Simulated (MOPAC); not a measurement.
## Run report: SiH2SClO2 (charge +1), geometry relaxation (part 1 of 4)

The run: geometry relaxation of SiH2SClO2, charge +1. Method and program: PM6-DH+, closed shell, dispersion DH+ (MOPAC 23.2.5).

The run did not end well. The starting geometry was optimised with PM6-DH+.

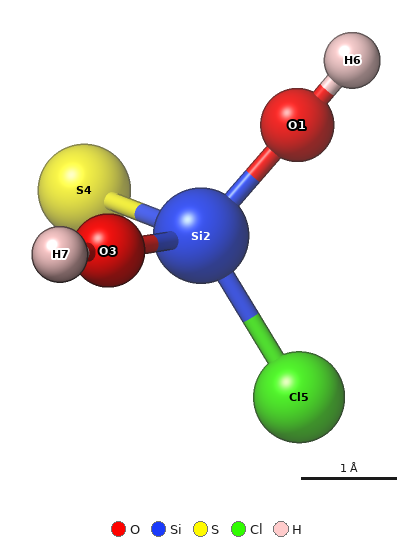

Fig. 1: The input geometry (ball-and-stick view, seen at a tilt; atoms are numbered from 1 in the order of the input).

**The input (mol.mop)**
```
PM6-DH+ CYCLES=300 GNORM=0.05 CHARGE=1 DISP AUX(PRECISION=9) THREADS=1
ClH2O2SSi

O     -0.901082 +1     0.603706 +1     0.784187 +1
Si     0.026911 +1     0.058627 +1    -0.323083 +1
O      0.932394 +1    -1.144064 +1     0.020307 +1
S     -1.280171 +1    -0.695531 +1    -1.738163 +1
Cl     1.200902 +1     1.555339 +1    -0.928684 +1
H     -1.384533 +1     0.880480 +1     1.491925 +1
H      1.450100 +1    -1.821322 +1     0.311114 +1
```

Run as:
```bash
mopac mol.mop
```

**Log**
```
MOPAC v23.2.5
PM6-DH+ CALCULATION RESULTS

 *  PM6-DH+    - CORRECT DISPERSION AND HYDROGEN BOND TERMS USING PM6-DH+
 *
 *
 *
 *                 CHARGE ON SYSTEM = +1
 *
 *
 *
 *  THREADS=1  - MULTI-THREADING NOT USED
 *  CYCLES=    - DO A MAXIMUM OF 300 STEPS
 *  GNORM      - EXIT WHEN GRADIENT NORM DROPS BELOW 0.050
 *  AUX        - OUTPUT AUXILIARY INFORMATION
 *  DISP       - PRINT DISPERSION AND HYDROGEN BOND ENERGIES
PM6-DH+ CYCLES=300 GNORM=0.05 CHARGE=1 DISP AUX(PRECISION=9) THREADS=1
 ClH2O2SSi

   ATOM   CHEMICAL          X               Y               Z
  NUMBER   SYMBOL      (ANGSTROMS)     (ANGSTROMS)     (ANGSTROMS)

     1       O         -0.90108200  *   0.60370600  *   0.78418700  *
     2      Si          0.02691100  *   0.05862700  *  -0.32308300  *
     3       O          0.93239400  *  -1.14406400  *   0.02030700  *
     4       S         -1.28017100  *  -0.69553100  *  -1.73816300  *
     5      Cl          1.20090200  *   1.55533900  *  -0.92868400  *
     6       H         -1.38453300  *   0.88048000  *   1.49192500  *
     7       H          1.45010000  *  -1.82132200  *   0.31111400  *

          CARTESIAN COORDINATES

    NO.       ATOM           X           Y           Z

     1         O         -0.9011      0.6037      0.7842
     2        Si          0.0269      0.0586     -0.3231
     3         O          0.9324     -1.1441      0.0203
     4         S         -1.2802     -0.6955     -1.7382
     5        Cl          1.2009      1.5553     -0.9287
     6         H         -1.3845      0.8805      1.4919
     7         H          1.4501     -1.8213      0.3111

 "Third-Generation Hydrogen-Bonding Corrections for Semiempirical QM Methods and Force Fields"

           Empirical Formula: H2 O2 Si S Cl  =     7 atoms

      MOLECULAR POINT GROUP   :   Cs

      RHF CALCULATION, NO. OF DOUBLY OCCUPIED LEVELS = 15

          Geometry optimization using EF

          *********************************************
          *                                           *
          *                 WARNING                   *
          *                                           *
          *********************************************

          Dispersion parameters missing for Silicon

          *********************************************
          *                                           *
          *              END OF WARNING               *
          *                                           *
          *********************************************

          DIAGONAL MATRIX USED AS START HESSIAN
```

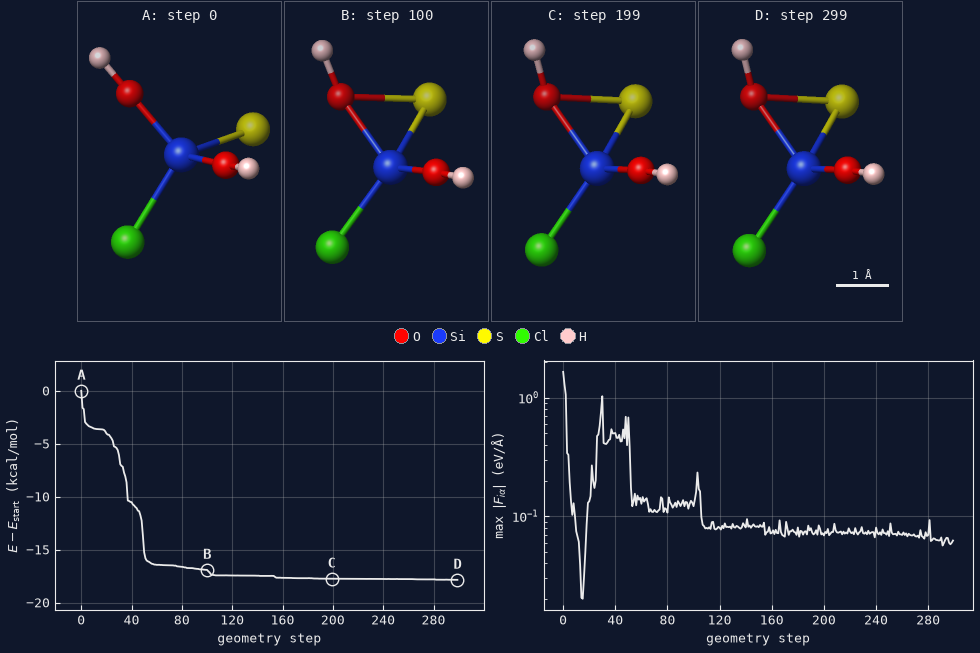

Fig. 2: Frames of the relaxation (ball-and-stick view, seen at a tilt) above the curves, on which the letters mark them (steps are counted from 0).

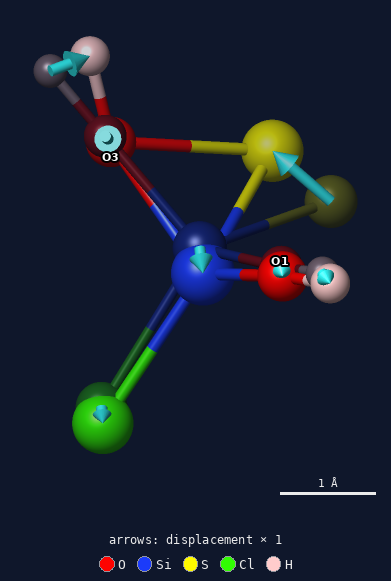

Fig. 3: Start (faint) and end (solid) with the displacements as teal arrows, at true length (ball-and-stick view, seen at a tilt). The two geometries are laid on each other by the best rigid fit. The relaxation stopped without meeting its thresholds, so the last structure isn't shown to be converged. The largest move after the best rigid fit is that of S4, 0.82 Å. By element the largest moves are S 0.82 Å, H 0.48 Å, O 0.46 Å, Si 0.30 Å, Cl 0.19 Å. Among the contacts that change: O3–S4 2.862 → 1.912 Å, Si2–O3 1.544 → 1.795 Å, O3–H7 0.901 → 0.992 Å, Si2–Cl5 1.996 → 1.929 Å. New bonds form: O3–S4 (2.86 → 1.91 Å). Among the angles that change: O3–Si2–S4 103.8° → 58.2°, Si2–O3–H7 174.0° → 135.0°, O1–Si2–S4 103.9° → 114.3°. The energy falls by 17.9 kcal/mol in 299 geometry steps. Largest force component: 1.7 eV/Å at the start, 0.062 eV/Å at the end. (Atoms are counted from 1 in the order of the input.)

```
 CYCLE:     1 TIME:   0.008 TIME LEFT:  2.00D  GRAD.:    70.640 HEAT:  39.75094
 CYCLE:     2 TIME:   0.008 TIME LEFT:  2.00D  GRAD.:    53.970 HEAT:  38.13580
 CYCLE:     3 TIME:   0.008 TIME LEFT:  2.00D  GRAD.:    54.461 HEAT:  38.01907
 CYCLE:     4 TIME:   0.000 TIME LEFT:  2.00D  GRAD.:    14.567 HEAT:  36.79827
 CYCLE:     5 TIME:   0.008 TIME LEFT:  2.00D  GRAD.:    13.643 HEAT:  36.64403
 CYCLE:     6 TIME:   0.000 TIME LEFT:  2.00D  GRAD.:    10.881 HEAT:  36.52090
 CYCLE:     7 TIME:   0.008 TIME LEFT:  2.00D  GRAD.:     5.663 HEAT:  36.40976
 CYCLE:     8 TIME:   0.000 TIME LEFT:  2.00D  GRAD.:     5.807 HEAT:  36.35847
 CYCLE:     9 TIME:   0.000 TIME LEFT:  2.00D  GRAD.:     6.037 HEAT:  36.30632
 CYCLE:    10 TIME:   0.008 TIME LEFT:  2.00D  GRAD.:     4.708 HEAT:  36.25265
[... 280 lines of further cycles ...]
 CYCLE:   291 TIME:   0.008 TIME LEFT:  2.00D  GRAD.:     2.961 HEAT:  21.91680
 CYCLE:   292 TIME:   0.008 TIME LEFT:  2.00D  GRAD.:     2.966 HEAT:  21.90808
 CYCLE:   293 TIME:   0.008 TIME LEFT:  2.00D  GRAD.:     2.875 HEAT:  21.90651
 CYCLE:   294 TIME:   0.000 TIME LEFT:  2.00D  GRAD.:     2.920 HEAT:  21.90615
 CYCLE:   295 TIME:   0.008 TIME LEFT:  2.00D  GRAD.:     2.937 HEAT:  21.90568
 CYCLE:   296 TIME:   0.008 TIME LEFT:  2.00D  GRAD.:     3.000 HEAT:  21.90345
 CYCLE:   297 TIME:   0.000 TIME LEFT:  2.00D  GRAD.:     2.867 HEAT:  21.90006
 CYCLE:   298 TIME:   0.008 TIME LEFT:  2.00D  GRAD.:     2.858 HEAT:  21.90008
 CYCLE:   299 TIME:   0.000 TIME LEFT:  2.00D  GRAD.:     3.097 HEAT:  21.90144
 CYCLE:   300 TIME:   0.008 TIME LEFT:  2.00D  GRAD.:     3.058 HEAT:  21.89809

          EXCESS NUMBER OF OPTIMIZATION CYCLES

          CURRENT VALUE OF GRADIENT NORM =    2.889442

          CURRENT VALUE OF GEOMETRY

 PM6-DH+ CYCLES=300 GNORM=0.05 CHARGE=1 DISP AUX(PRECISION=9) THREADS=1
 ClH2O2SSi

  O    -0.91936874 +1   0.76744615 +1   0.91281731 +1
 Si    -0.06088709 +1   0.35608481 +1  -0.28208480 +1
  O     0.68430244 +1  -1.25631057 +1  -0.54646016 +1
  S    -0.94956750 +1  -1.07792266 +1  -1.52395861 +1
 Cl     1.27092387 +1   1.63362911 +1  -0.84324337 +1
  H    -1.42804952 +1   1.06803332 +1   1.63244382 +1
  H     0.73852450 +1  -2.09191817 +1  -0.01502515 +1

 *                                                                            *
 *     Error and normal termination messages reported in this calculation     *
 *                                                                            *
 * EXCESS NUMBER OF OPTIMIZATION CYCLES                                       *
 * JOB ENDED NORMALLY                                                         *
 *                                                                            *

 TOTAL JOB TIME:             1.36 SECONDS

 == MOPAC DONE ==
```

**Trajectory as extended XYZ (Å, eV, eV/Å), 107 of the 300 frames kept, from step=0 to step=299**
```
7
Properties=species:S:1:pos:R:3:forces:R:3 step=0 energy=1.72376
O    -0.9011    0.6037    0.7842   -0.0392  -0.3972  -0.9047
Si    0.0269    0.0586   -0.3231    1.6508   1.1948   1.2380
O     0.9324   -1.1441    0.0203   -0.7266   0.2571  -0.6192
S    -1.2802   -0.6955   -1.7382   -0.5167  -0.3438  -0.4557
Cl    1.2009    1.5553   -0.9287   -0.5330  -0.5906   0.0700
H    -1.3845    0.8805    1.4919   -0.1703   0.1809   0.4410
H     1.4501   -1.8213    0.3111    0.3350  -0.3012   0.2307
7
Properties=species:S:1:pos:R:3:forces:R:3 step=3 energy=1.59572
O    -0.9249    0.5975    0.7698   -0.0260  -0.1199  -0.2461
Si    0.0694    0.0902   -0.2897    0.1736   0.3410   0.1253
O     0.9126   -1.1618   -0.0080   -0.1791   0.0205  -0.1400
S    -1.2825   -0.7051   -1.7396    0.0900  -0.0034   0.1789
Cl    1.1947    1.5521   -0.9338   -0.1013  -0.1069  -0.0087
H    -1.3898    0.8883    1.5123   -0.0629   0.0308   0.0661
H     1.4547   -1.8271    0.3229    0.1056  -0.1620   0.0246
7
Properties=species:S:1:pos:R:3:forces:R:3 step=6 energy=1.57888
O    -0.9496    0.5894    0.7444    0.0490   0.0065  -0.0115
Si    0.0877    0.1063   -0.2831   -0.0137  -0.0536  -0.0164
O     0.8958   -1.1803   -0.0295    0.0234   0.0443   0.0153
S    -1.2710   -0.7054   -1.7058    0.0360  -0.0177   0.0910
Cl    1.1966    1.5585   -0.9348    0.0666   0.0741  -0.0451
H    -1.3979    0.8887    1.4967   -0.1349   0.0186   0.0322
H     1.4552   -1.8426    0.3062   -0.0265  -0.0722  -0.0656
7
Properties=species:S:1:pos:R:3:forces:R:3 step=8 energy=1.57439
O    -0.9655    0.5876    0.7308    0.1131   0.0387   0.0219
Si    0.0961    0.1108   -0.2816    0.0323  -0.0072   0.0611
O     0.8867   -1.1908   -0.0340    0.0398   0.1287  -0.0705
S    -1.2639   -0.7085   -1.6824   -0.0458  -0.0435  -0.0062
Cl    1.2032    1.5693   -0.9365   -0.0029  -0.0406   0.0165
H    -1.4164    0.8898    1.4842   -0.1171  -0.0030  -0.0207
H     1.4501   -1.8655    0.2609   -0.0193  -0.0732  -0.0021
7
Properties=species:S:1:pos:R:3:forces:R:3 step=11 energy=1.56802
O    -0.9668    0.6048    0.7267    0.0188  -0.0189   0.0407
Si    0.0970    0.1168   -0.2736    0.0153  -0.0040  -0.0255
O     0.8912   -1.1849   -0.0535    0.0353  -0.0671  -0.0590
S    -1.2629   -0.7256   -1.6682    0.0152   0.0155   0.0276
Cl    1.2097    1.5693   -0.9269    0.0078   0.0022  -0.0122
H    -1.4614    0.8947    1.4558   -0.0540   0.0184   0.0063
H     1.4330   -1.8976    0.2041   -0.0384   0.0538   0.0221
7
Properties=species:S:1:pos:R:3:forces:R:3 step=14 energy=1.56640
O    -0.9680    0.6047    0.7303    0.0206  -0.0100   0.0130
Si    0.0967    0.1200   -0.2724   -0.0046   0.0067   0.0063
O     0.8895   -1.1886   -0.0648   -0.0180   0.0047  -0.0137
S    -1.2592   -0.7283   -1.6636    0.0187  -0.0091   0.0006
Cl    1.2118    1.5702   -0.9270   -0.0021  -0.0027  -0.0042
H    -1.4754    0.9012    1.4492   -0.0067   0.0022  -0.0008
H     1.4268   -1.8957    0.2095   -0.0079   0.0082  -0.0014
7
Properties=species:S:1:pos:R:3:forces:R:3 step=17 energy=1.56530
O    -0.9662    0.6048    0.7412   -0.0140   0.0498  -0.0044
Si    0.0935    0.1281   -0.2675   -0.0250   0.0128  -0.0048
O     0.8800   -1.1895   -0.0785   -0.0187  -0.0059   0.0031
S    -1.2493   -0.7363   -1.6605    0.0461  -0.0317  -0.0102
Cl    1.2155    1.5700   -0.9292   -0.0234   0.0011   0.0165
H    -1.4952    0.9090    1.4418    0.0444  -0.0195   0.0144
H     1.4164   -1.8966    0.1979   -0.0095  -0.0066  -0.0145
7
Properties=species:S:1:pos:R:3:forces:R:3 step=20 energy=1.54895
O    -0.9567    0.6365    0.7734    0.0271  -0.0293  -0.0542
Si    0.0717    0.1539   -0.2600    0.0317   0.0165   0.1019
O     0.8337   -1.1988   -0.1224   -0.0175  -0.0162  -0.0097
S    -1.2008   -0.7734   -1.6563    0.0171  -0.1337  -0.0798
Cl    1.2185    1.5680   -0.9273    0.0044   0.0937   0.0067
H    -1.4993    0.9097    1.4692    0.0279   0.0487   0.0890
H     1.3907   -1.9018    0.1422   -0.0907   0.0203  -0.0539
7
Properties=species:S:1:pos:R:3:forces:R:3 step=23 energy=1.53636
O    -0.9536    0.6410    0.7811    0.0444  -0.0059  -0.0291
Si    0.0663    0.1618   -0.2596    0.0313   0.0230   0.0945
O     0.8214   -1.2022   -0.1308   -0.0924   0.0176  -0.0577
S    -1.1905   -0.7839   -1.6569    0.1168  -0.1982  -0.0518
Cl    1.2202    1.5700   -0.9265   -0.0036   0.0909   0.0153
H    -1.4941    0.9131    1.4785    0.0222   0.0516   0.0968
H     1.3828   -1.9037    0.1324   -0.1187   0.0211  -0.0680
7
Properties=species:S:1:pos:R:3:forces:R:3 step=25 energy=1.51941
O    -0.9485    0.6480    0.7894   -0.0166   0.0474   0.0969
Si    0.0619    0.1727   -0.2566    0.0012  -0.0099  -0.0790
O     0.8003   -1.2081   -0.1454   -0.0937   0.0578  -0.0668
S    -1.1768   -0.8032   -1.6579    0.2016  -0.1370   0.0526
Cl    1.2234    1.5767   -0.9241   -0.0404   0.0432   0.0461
H    -1.4859    0.9220    1.4953    0.0609   0.0218   0.0201
H     1.3653   -1.9057    0.1159   -0.1131  -0.0234  -0.0700
7
Properties=species:S:1:pos:R:3:forces:R:3 step=28 energy=1.48953
O    -0.9348    0.6590    0.8027   -0.0164   0.0443   0.1283
Si    0.0558    0.1797   -0.2595   -0.3091   0.5779  -0.1485
O     0.7673   -1.2050   -0.1678    0.0724  -0.3070  -0.0149
S    -1.1557   -0.8305   -1.6571    0.3005  -0.1802   0.0979
Cl    1.2252    1.5841   -0.9162   -0.0473  -0.0004   0.0525
H    -1.4706    0.9349    1.5123    0.0949  -0.0021  -0.0196
H     1.3301   -1.9025    0.0999   -0.0950  -0.1325  -0.0957
7
Properties=species:S:1:pos:R:3:forces:R:3 step=31 energy=1.42265
O    -0.9227    0.6669    0.8213   -0.1413   0.1715   0.2227
Si    0.0374    0.2188   -0.2663    0.0277  -0.1913  -0.0041
O     0.7287   -1.2264   -0.2020   -0.4029   0.3292  -0.2524
S    -1.1122   -0.8609   -1.6416    0.4146  -0.3651   0.1427
Cl    1.2252    1.5897   -0.9114    0.1428   0.2448  -0.0401
H    -1.4597    0.9459    1.5271    0.0584   0.0044   0.0378
H     1.2764   -1.9272    0.0672   -0.0993  -0.1935  -0.1067
7
Properties=species:S:1:pos:R:3:forces:R:3 step=34 energy=1.38864
O    -0.9260    0.6721    0.8297    0.0339   0.0955   0.0447
Si    0.0356    0.2225   -0.2671   -0.1439   0.3707   0.0869
O     0.7074   -1.2262   -0.2210   -0.1019  -0.1133  -0.1440
S    -1.0962   -0.8744   -1.6318    0.3846  -0.4199   0.0936
Cl    1.2310    1.5974   -0.9114    0.0456   0.1040   0.0280
H    -1.4605    0.9490    1.5315    0.0233   0.0201   0.0844
H     1.2602   -1.9409    0.0534   -0.2417  -0.0572  -0.1936
7
Properties=species:S:1:pos:R:3:forces:R:3 step=37 energy=1.27431
O    -0.9215    0.6893    0.8489    0.0013   0.1236   0.0995
Si    0.0203    0.2574   -0.2723   -0.2483   0.5308   0.2127
O     0.6544   -1.2386   -0.2754   -0.0192  -0.1051  -0.1116
S    -1.0478   -0.9206   -1.6068    0.3892  -0.5416   0.0678
Cl    1.2418    1.6093   -0.9029    0.0784   0.1357   0.0221
H    -1.4602    0.9585    1.5603    0.1012  -0.0139  -0.0297
H     1.1973   -1.9632    0.0017   -0.3027  -0.1296  -0.2607
7
Properties=species:S:1:pos:R:3:forces:R:3 step=39 energy=1.26865
O    -0.9153    0.6902    0.8580   -0.0832   0.1474   0.1106
Si    0.0103    0.2664   -0.2715   -0.1013   0.2628   0.0387
O     0.6509   -1.2360   -0.2793   -0.1122   0.0464  -0.1274
S    -1.0448   -0.9273   -1.6129    0.4718  -0.5003   0.1722
Cl    1.2449    1.6039   -0.9028    0.0838   0.1812   0.0208
H    -1.4591    0.9535    1.5626    0.0602   0.0174   0.0585
H     1.2019   -1.9502    0.0078   -0.3190  -0.1549  -0.2735
7
Properties=species:S:1:pos:R:3:forces:R:3 step=42 energy=1.25421
O    -0.8705    0.7131    0.9070   -0.0922   0.0287  -0.0298
Si   -0.0425    0.2901   -0.2999   -0.0137   0.0099   0.2399
O     0.6030   -1.2292   -0.2819   -0.0455   0.2146  -0.0861
S    -1.0011   -0.9671   -1.6631    0.3885  -0.4567   0.3112
Cl    1.2360    1.5929   -0.8905    0.2119   0.3559  -0.1051
H    -1.3333    0.9532    1.6694   -0.0474   0.0583   0.0612
H     1.1739   -1.9035    0.0766   -0.4016  -0.2107  -0.3914
```
